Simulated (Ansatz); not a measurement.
# CH5GeS (SMILES [CH3][GeH][SH]) at U-revPBE/cc-pVDZ

What is the electronic atomisation energy of CH5GeS at U-revPBE/cc-pVDZ? 

The results are computed with Ansatz 0.2.0.

30 further runs of the same task are left out: 1 that didn't finish, 29 set aside as unsound or not needed. Runs told in other sessions of the task aren't counted.

### Step 1. The structure to begin with

CH5GeS: 8 atoms, total charge 0, spin state doublet. As SMILES, `[CH3][GeH][SH]`. Geometry: relaxed at PBE0-D4/def2-TZVP. This is one conformer, not always the lowest.

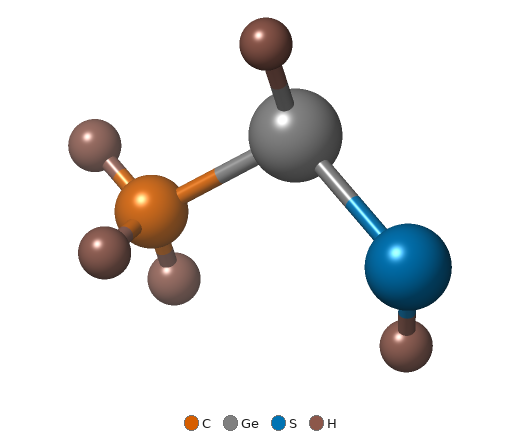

Viewed from a chosen angle; carbon orange, germanium grey, sulfur blue, hydrogen brown.

### Step 2. The energy at U-revPBE/cc-pVDZ

The input, in.yaml:

```yaml
crystal:
  periodic: [false, false, false]
  atoms:
    - {symbol: C, position_ang: [-0.733300, 0.635200, -0.565800]}
    - {symbol: Ge, position_ang: [0.934600, -0.393300, -0.399900]}
    - {symbol: S, position_ang: [1.033800, -1.391600, 1.591200]}
    - {symbol: H, position_ang: [-0.786300, 1.357800, 0.251000]}
    - {symbol: H, position_ang: [-1.594800, -0.030400, -0.515000]}
    - {symbol: H, position_ang: [-0.745800, 1.162700, -1.520400]}
    - {symbol: H, position_ang: [2.173100, 0.541200, -0.392200]}
    - {symbol: H, position_ang: [-0.189100, -1.938700, 1.495000]}
basis:
  gaussian:
    orbitals: cc-pVDZ
magnetization:
  spin_polarized: true
  initial_magnetization: 1
hamiltonian:
  xc: {name: revPBE}
accuracy: high
output: {orbitals: {seedname: orbitals}}
```

Command:

```sh
$ ansatz run in.yaml --threads 1 --pin off --max-ram 2610MiB --events-out events.jsonl --progress --plain --runs-dir runs
```

The log of the run:

```text
Warning: RAYON_NUM_THREADS=1 ignored (pool sized by the plan → 1); use --threads N
Functional definition: revPBE
  name "revPBE"
  parameter kappa = 1.245
  parameter beta = 0.06672455060314922
  exchange = pbe_x(kappa = kappa, mu = beta*pi^2/3)
  correlation = pbe_c(beta = beta)
1953 factors; integrals over basis functions are off by at most 4.5e-9 eV
mean field evaluation 1: about -68457.6262 eV, gradient 3.7e1 eV
mean field evaluation 2: about -68444.9013 eV, gradient 5.4e1 eV
mean field evaluation 4: about -68464.3926 eV, gradient 4.2e0 eV
mean field evaluation 8: about -68464.5061 eV, gradient 3.4e-1 eV
mean field evaluation 16: about -68464.5069 eV, gradient 4.6e-5 eV
mean field -68464.50694904 eV, -2516.0242234675 hartree, gradient 3.3e-8 eV, S^2 0.751515; 0 other end points of the search recorded, 0 dependent functions left out
reference -68464.50695296 eV, -2516.0242236117 hartree; 30, 29 occupied and 54, 55 virtual orbitals, 1953 factors
Total energy: -68464.50695296 eV, -2516.0242236117 hartree
```

Run time: 12 s. Hardware: 1 thread of Arm Neoverse V1, shared host; peak memory 0.27 GiB.

### Step 3. The C atom

The input, input.yaml:

```yaml
basis:
  gaussian:
    orbitals: cc-pVDZ
crystal:
  periodic: [false, false, false]
  atoms:
    - symbol: C
      position_ang: [0.000000, 0.000000, 0.000000]
magnetization:
  spin_polarized: true
  initial_magnetization: 2
hamiltonian:
  xc: {name: revPBE}
accuracy: high
```

Command:

```sh
$ ansatz run input.yaml --threads 1 --pin off --max-ram 2610MiB --events-out events.jsonl --progress --plain --runs-dir runs
```

The log of the run (excerpt; [...] marks lines left out):

```text
Warning: RAYON_NUM_THREADS=1 ignored (pool sized by the plan → 1); use --threads N
[... 6 set-up lines as earlier in the session ...]
96 factors; integrals over basis functions are off by at most 1.3e-9 eV
mean field evaluation 1: about -1029.4898 eV, gradient 4.6e0 eV
mean field evaluation 2: about -1029.5988 eV, gradient 2.3e0 eV
mean field evaluation 4: about -1029.6381 eV, gradient 2.3e-1 eV
mean field evaluation 8: about -1029.6381 eV, gradient 2.5e-5 eV
mean field evaluation 16: about -1029.5217 eV, gradient 4.1e0 eV
mean field evaluation 32: about -1029.6385 eV, gradient 6.3e-2 eV
mean field -1029.63814786 eV, -37.8385040201 hartree, gradient 2.7e-9 eV, S^2 2.002127; 2 other end points of the search recorded, 0 dependent functions left out
reference -1029.63815001 eV, -37.8385040991 hartree; 4, 2 occupied and 10, 12 virtual orbitals, 96 factors
Total energy: -1029.63815001 eV, -37.8385040991 hartree
```

Wall time 0.52 s (1 thread of Arm Neoverse V1, shared host).

### Step 4. The Ge atom, same level

The input, job.yaml:

```yaml
crystal:
  periodic: [false, false, false]
  atoms:
    - {symbol: Ge, position_ang: [0.000000, 0.000000, 0.000000]}
basis:
  gaussian: {orbitals: cc-pVDZ}
magnetization: {spin_polarized: true, initial_magnetization: 2}
hamiltonian: {xc: {name: revPBE}}
accuracy: high
```

Run the same way, it converges to -2076.73297 Eh (log not shown).

### Step 5. The H atom

The input, run.yaml:

```yaml
crystal:
  periodic: [false, false, false]
  atoms:
    - {symbol: H, position_ang: [0.000000, 0.000000, 0.000000]}
basis:
  gaussian: {orbitals: cc-pVDZ}
hamiltonian: {xc: {name: revPBE}}
accuracy: high
magnetization: {spin_polarized: true, initial_magnetization: 1}
```

Run the same way, it converges to -0.50319 Eh (log not shown).

### Step 6. The S atom at the same level

The input, job.yaml:

```yaml
crystal:
  periodic: [false, false, false]
  atoms:
    - {symbol: S, position_ang: [0.000000, 0.000000, 0.000000]}
basis:
  gaussian: {orbitals: cc-pVDZ}
magnetization: {spin_polarized: true, initial_magnetization: 2}
accuracy: high
hamiltonian: {xc: {name: revPBE}}
```

Run the same way, it converges to -398.03395 Eh (log not shown).

### Step 7. Outcome

At U-revPBE/cc-pVDZ:

| quantity | value |
| --- | --- |
| molecule: total energy | -2516.02422 Eh |
| molecule: HOMO energy (highest over α and β) | -4.52 eV |
| molecule: LUMO energy (lowest over α and β) | -3.30 eV |
| molecule: ⟨S²⟩ | 0.752 |
| C atom: total energy | -37.83850 Eh |
| C atom: ⟨S²⟩ | 2.002 |
| Ge atom: total energy | -2076.73297 Eh |
| Ge atom: ⟨S²⟩ | 2.002 |
| H atom: total energy | -0.50319 Eh |
| H atom: ⟨S²⟩ | 0.750 |
| S atom: total energy | -398.03395 Eh |
| S atom: ⟨S²⟩ | 2.002 |
| electronic atomisation energy | 24.568 eV |

**Reading.** Taking the molecule apart into free atoms costs 24.57 eV (2370 kJ/mol), before zero-point energy and without spin-orbit coupling.
